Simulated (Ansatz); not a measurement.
C2H5NOSe: several calculations on one system

**1. Relaxation**

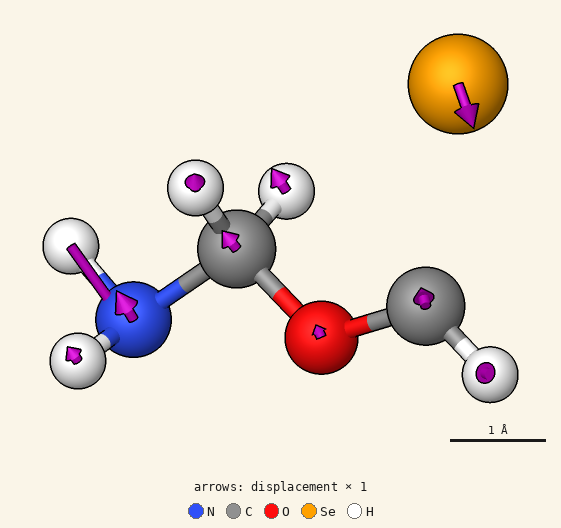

A relaxation of C$_{2}$H$_{5}$NOSe. The starting structure is drawn; purple arrows show the displacements, at their true length. The two geometries are superimposed by the best rigid fit.

The picture is a ball-and-stick view, seen at a tilt.

The run prepares an end point of a later path (torsion) calculation, from a guessed geometry.

These are results of RKS B3LYP/def2-SVP (Ansatz), not measurements. Settings: no spin polarisation; force threshold 0.015 eV/Å; at most 40 steps.

**Which element moves most?**

Hydrogen: up to 1.25 Å, against 0.52 Å for selenium.

**What happened in the run?**

The energy falls by 294.7 kJ/mol in 18 accepted moves (21 points after the start). The largest force component goes from 6.6 to 0.0088 eV/Å. The line search rejected the trial steps at points 4, 11, 16 of the run. An H atom moves most after the best rigid fit: 1.25 Å. By element the largest moves are H 1.25 Å, Se 0.52 Å, N 0.39 Å, C 0.27 Å, O 0.16 Å. Some distances before and after: C–Se 2.365 → 1.785 Å, O–Se 3.150 → 2.805 Å, H–N 1.096 → 1.018 Å, C–O 1.403 → 1.479 Å. New bonds form, among them: C–Se (2.36 → 1.79 Å). Bond angles that change, for instance: O–C–H 122.3° → 109.7°, C–N–H 104.6° → 113.3°, H–N–H 102.4° → 109.4°.

**2. Relaxation**

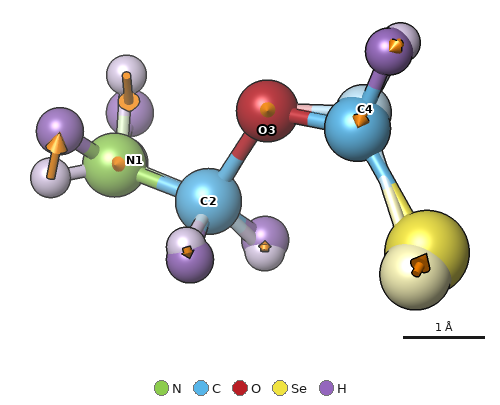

A relaxation of C$_{2}$H$_{5}$NOSe. The starting structure is drawn faded, the final one solid; orange arrows show the displacements, at their true length. The two geometries are superimposed by the best rigid fit.

Style: ball-and-stick. Shown at a tilt.

The run prepares an end point of a later path (torsion) calculation, from a guessed geometry.

The calculation used RKS B3LYP/def2-SVP (Ansatz 0.2.0).

Input file:
```yaml
crystal:
  periodic: [false, false, false]
  atoms:
    - { symbol: "N", position_ang: [0.0084, 0.7951, 1.6408] }
    - { symbol: C, position_ang: [-0.2566, 0.3424, 0.2746] }
    - { symbol: O, position_ang: [-1.13842, 1.26012, -0.31636] }
    - { symbol: C, position_ang: [-1.68928, 1.11049, -1.57125] }
    - { symbol: Se, position_ang: [-0.8873, -0.5526, -2.7609] }
    - { symbol: H, position_ang: [0.963, 1.1392, 1.7123] }
    - { symbol: H, position_ang: [-0.5817, 1.7125, 1.7469] }
    - { symbol: H, position_ang: [0.64009, 0.30288, -0.30389] }
    - { symbol: H, position_ang: [-0.70323, -0.66359, 0.32269] }
    - { symbol: H, position_ang: [-2.30293, 1.84331, -2.00459] }
basis:
  gaussian: { orbitals: def2-SVP }
hamiltonian:
  xc: b3lyp
relax:
  f_tol: 0.015
  max_steps: 40
```

Launched with:
```bash
ansatz run input.yaml --threads 2 --pin off --max-ram 3072MiB --backend cpu --events-out ev --progress --plain --runs-dir out
```

### Atoms of which element are displaced furthest, and by how much?

Hydrogen: up to 0.78 Å, against 0.38 Å for selenium.

### Describe the change and its energy.

H7 moves most after the best rigid fit: 0.78 Å. By element the largest moves are H 0.78 Å, Se 0.38 Å, C 0.24 Å, N 0.18 Å, O 0.18 Å. Among the contacts that change: C4–Se5 2.196 → 1.785 Å, N1–H7 1.096 → 1.018 Å, C2–O3 1.403 → 1.479 Å, O3–C4 1.379 → 1.313 Å. Bond angles that change, for instance: O3–C4–Se5 115.4° → 129.1°, O3–C4–H10 122.3° → 109.8°, C2–N1–H7 104.6° → 113.2°. Groups turn about N1–C2 by about 55°. The energy falls by 2.258 eV in 12 accepted moves (13 points after the start). The largest force component goes from 5.8 to 0.0018 eV/Å. The line search rejected the trial step at point 7 of the run. The run took 29 s on 2 threads of Intel(R) Xeon(R) 6975P-C (Granite Rapids) (shared host), peak memory 0.3 GiB.

**3. Path**

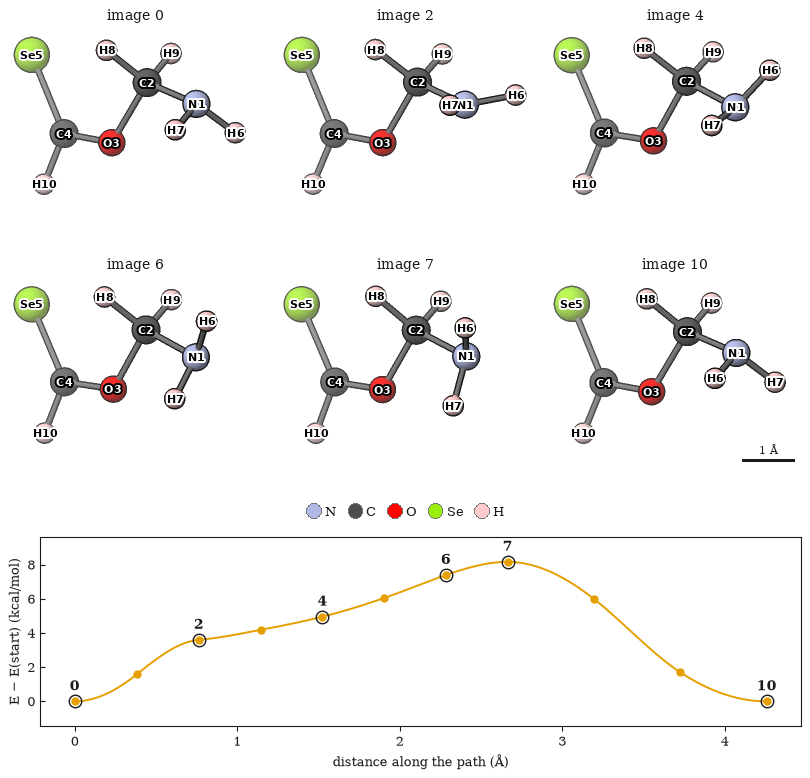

A search for the minimum-energy path of C$_{2}$H$_{5}$NOSe by the nudged elastic band. Images are numbered from 0 (start) to 10 (end). Style: ball-and-stick. Shown from a free direction.

Method: RKS B3LYP/def2-SVP (Ansatz). Settings: 9 movable images; climbing image; force threshold 0.05 eV/Å; iteration limit 59; starting path by image-dependent pair potential.

Question: Describe the mechanism and the energy profile.

Answer: The motion is a rotation about the N1–C2 bond. No bond forms or breaks between the ends. Among the angles between lasting bonds that change up to the highest image: N1–C2–O3 111.2° → 106.5°, C2–N1–H7 113.3° → 109.2°. The barrier is about 8.2 kcal/mol in both directions, with image 7 at the top; the ends have the same energy. The band converged in 54 iterations. The largest component of the band force went from 2.5 to 0.049 eV/Å. The climbing image converged on the top of the path. Its vibrational analysis gives one imaginary mode (356i cm⁻¹), as a transition state must have.

The run took 14 min on 2 threads of Intel(R) Xeon(R) 6975P-C (Granite Rapids), with other jobs on the host, peak memory 0.3 GiB.
